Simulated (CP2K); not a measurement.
# C3H6FNO (SMILES [H]/N=C\C(C)(O)F): GFN1-xTB

Aim: the vertical electron affinity of C3H6FNO at GFN1-xTB, from 2 runs. 

The calculation is run with CP2K 2026.2.

### Step 1. The system as given

C3H6FNO has 12 atoms, charge 0, and is taken as a singlet. SMILES: `[H]/N=C\C(C)(O)F`. Geometry: a rough force-field guess. This is one conformer, not always the lowest.

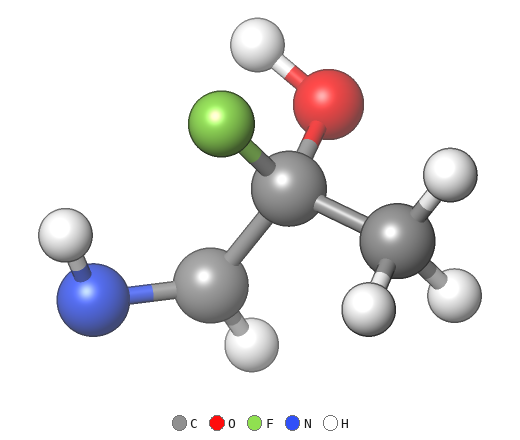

Viewed from a chosen angle; carbon grey, oxygen red, fluorine green, nitrogen blue, hydrogen white.

### Step 2. The energy at GFN1-xTB

The input, molecule.xyz:

```xyz
12

C     -1.012900    -0.282600    -0.966700
C      0.002000    -0.354200     0.086800
O      0.842000    -1.420900    -0.215900
F     -0.499800    -0.657200     1.273000
C      0.809800     0.929400     0.185000
N      0.946800     1.613000     1.309300
H     -1.737800     0.570800    -0.742600
H     -0.584100    -0.028900    -1.970300
H     -1.628000    -1.152800    -1.007300
H      1.200500    -1.701600     0.695200
H      1.292700     1.304700    -0.690100
H      0.445700     1.125000     2.077500
```

The input, gas.inp:

```
&FORCE_EVAL
  METHOD Quickstep
  &DFT
    &QS
      METHOD XTB
      EPS_DEFAULT 1.0E-10
      &XTB
        GFN_TYPE 1
        CHECK_ATOMIC_CHARGES F
      &END XTB
    &END QS
    &POISSON
      PERIODIC NONE
      POISSON_SOLVER ANALYTIC
    &END POISSON
    &SCF
      SCF_GUESS ATOMIC
      EPS_SCF 1.0E-07
      MAX_SCF 50
      &OT
        MINIMIZER DIIS
        PRECONDITIONER FULL_SINGLE_INVERSE
      &END OT
      &OUTER_SCF
        EPS_SCF 1.0E-07
        MAX_SCF 8
      &END OUTER_SCF
    &END SCF
    &PRINT
      &MOMENTS
        PERIODIC F
        REFERENCE COM
        MAX_MOMENT 1
      &END MOMENTS
      &MO_CUBES
        NLUMO 3
        NHOMO -1
        WRITE_CUBE F
      &END MO_CUBES
      &HIRSHFELD OFF
      &END HIRSHFELD
    &END PRINT
  &END DFT
  &SUBSYS
    &CELL
      ABC 13 13.3 14
      PERIODIC NONE
    &END CELL
    &TOPOLOGY
      COORD_FILE_NAME molecule.xyz
      COORD_FILE_FORMAT XYZ
      &CENTER_COORDINATES
      &END CENTER_COORDINATES
    &END TOPOLOGY
  &END SUBSYS
&END FORCE_EVAL

&GLOBAL
  PROJECT gas
  RUN_TYPE ENERGY
  PRINT_LEVEL MEDIUM
&END GLOBAL
```

Command:

```bash
$ OMP_NUM_THREADS=1 cp2k.psmp -i gas.inp -o gas.out
```

What it wrote, shortened:

```text
CP2K| version string:                                       CP2K version 2026.2
[...]
 GLOBAL| Method name                                                        CP2K
[...]
 GLOBAL| Run type                                                         ENERGY
[...]
                             - Atoms:                                         12
[...]
                             - Spherical basis functions:                     36
[...]
 Number of electrons:                                                         36
[...]
     1 OT DIIS     0.80E-01    0.0     0.13996844       -22.3117713978 -2.23E+01
[...]
    20 OT DIIS     0.80E-01    0.0     0.00000009       -22.5838804542 -9.70E-13
  *** SCF run converged in    20 steps ***
[...]
 TB_DIPOLE| Moment [Debye]         -0.50455150      -0.07006898      -0.65256641
 TB_DIPOLE| Derivative [a.u.]       0.00000000       0.00000000       0.00000000
[...]
 ENERGY| Total FORCE_EVAL ( QS ) energy [hartree]            -22.583880454240653
[...]
```

It took 0.79 s on 1 thread of Arm Neoverse N1, shared host; peak memory 0.15 GiB.

### Step 3. The doublet anion

molecule.xyz is that of step 2.

The input, job.inp:

```
&force_eval
   method QUICKSTEP
   &dft
      charge -1
      multiplicity 2
      spin_polarized T
      &qs
         method XTB
         eps_default 1.0E-10
         &xtb
            gfn_type 1
            check_atomic_charges F
         &end
      &end
      &poisson
         periodic NONE
         poisson_solver ANALYTIC
      &end
      &scf
         scf_guess ATOMIC
         eps_scf 1.0E-07
         max_scf 150
         &diagonalization
            algorithm STANDARD
         &end
         &mixing
            method DIRECT_P_MIXING
            alpha 0.4
         &end
      &end
      &print
         &moments
            periodic F
            reference COM
            max_moment 1
         &end
         &mo ON
            energies T
            occupation_numbers T
            ndigits 6
            &each
               qs_scf 0
            &end
            add_last NUMERIC
         &end
         &hirshfeld OFF
         &end
      &end
   &end
   &subsys
      &cell
         abc [angstrom] 13 13.3 14
         periodic NONE
      &end
      &topology
         coord_file_name molecule.xyz
         coord_file_format XYZ
         &center_coordinates
         &end
      &end
   &end
&end

&global
   project_name job
   run_type ENERGY
   print_level MEDIUM
&end
```

Command:

```bash
$ OMP_NUM_THREADS=1 cp2k.psmp job.inp > job.out
```

What it wrote, shortened:

```text
CP2K| version string:                                       CP2K version 2026.2
[...]
 GLOBAL| Method name                                                        CP2K
[...]
 GLOBAL| Run type                                                         ENERGY
[...]
                             - Atoms:                                         12
[...]
                             - Spherical basis functions:                     36
[...]
 Number of electrons:                                                         19
[...]
     1 P_Mix/Diag. 0.40E+00    0.0     0.65001240       -22.4965997032 -2.25E+01
[...]
    16 DIIS/Diag.  0.18E-07    0.0     0.00000003       -22.7323676022 -2.59E-13
  *** SCF run converged in    16 steps ***
[...]
 TB_DIPOLE| Moment [Debye]         -2.04560313      -3.74001117      -1.00733582
 TB_DIPOLE| Derivative [a.u.]       0.00000000       0.00000000       0.00000000
[...]
 ENERGY| Total FORCE_EVAL ( QS ) energy [hartree]            -22.732367602165979
[...]
```

Wall time 0.56 s (1 thread of Arm Neoverse N1, shared host); peak memory 0.15 GiB.

### Step 4. What came out

Level: GFN1-xTB.

```
                                                  quantity         value
                             singlet C3H6FNO: total energy  -22.58388 Eh
singlet C3H6FNO: dipole moment (from atomic charges alone)        0.83 D
                              singlet C3H6FNO: HOMO energy     -11.86 eV
                        singlet C3H6FNO: dispersion energy  -9.83 kJ/mol
                               doublet anion: total energy  -22.73237 Eh
         doublet anion: HOMO energy (highest over α and β)      -0.15 eV
                          doublet anion: dispersion energy  -9.83 kJ/mol
         vertical electron affinity (to the doublet anion)      4.041 eV
```

In words: At fixed nuclei the extra electron is bound by 4.04 eV (390 kJ/mol). A minimal valence basis can't be trusted even for the sign of an electron affinity. xTB total energies overstate such differences by several eV unless an empirical shift is taken off; none is applied here. The dipole (singlet C3H6FNO) comes from point charges on the atoms alone, without atomic dipoles, so it is partial.
